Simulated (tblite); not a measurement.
Run report: C$_{4}$H$_{6}$F$_{3}$Si (charge −1), relaxed scan

C$_{4}$H$_{6}$F$_{3}$Si, charge −1, SMILES FC(F)(F)[SiH-]C1CC1, computed with GFN2-xTB relaxed scan under a harmonic restraint, gas phase (tblite 0.8.0).

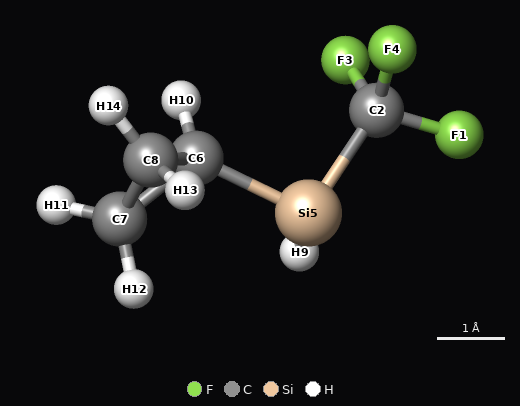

Fig. 1: The structure (ball-and-stick view, seen at a tilt; atoms are numbered from 1 in the order of the input). Bond lengths as drawn: C–C 1.50 Å, C–F 1.37 to 1.38 Å, C–H 1.08 to 1.09 Å, C–Si 1.90 to 1.96 Å and H–Si 1.49 Å.

### Input file
```
{"job": {"xc": "GFN2-xTB", "basis": "xTB", "coordinate": [["t", [8, 1, 5, 4], 0.3333333333333333], ["t", [1, 5, 8, 4], 0.3333333333333333], ["t", [5, 8, 1, 4], 0.3333333333333333]], "kind": "drive"}, "charge": -1, "multiplicity": 1}
F      3.571106     0.181148     0.231537
C      2.328110     0.293484    -0.331367
F      2.415643    -0.485868    -1.465117
F      2.305936     1.569996    -0.824161
Si     0.922613    -0.073981     0.986035
C     -0.565009    -0.149929    -0.191510
C     -1.843998    -0.653650     0.399578
C     -1.707411     0.790585     0.034831
H      1.234445    -1.529449     1.086612
H     -0.407387    -0.422857    -1.236423
H     -2.511058    -1.272232    -0.191874
H     -1.839807    -0.912622     1.450958
H     -1.624136     1.508007     0.840121
H     -2.279726     1.156895    -0.811386
```

The first line tells a small driver script what to run in tblite; the rest is the geometry in Å.

Hardware: 1 CPU thread, shared host.

Launch command:
```bash
OMP_NUM_THREADS=1 python <driver script> task.json out
```

### The program's output
```
point  coordinate     E/eV
  0     39.800     -753.44293
  1     28.200     -753.11108
  2     10.500     -768.53818
  3      0.400     -768.59522
  4     -9.700     -768.48752
  5    -19.800     -768.21643
  6    -36.100     -767.91580
  7    -59.900     -767.88393
```

### Results in brief

| quantity | value |
| --- | --- |
| outcome | converged |
| wall time | 2.6 s |
| peak memory | 0.19 GiB |
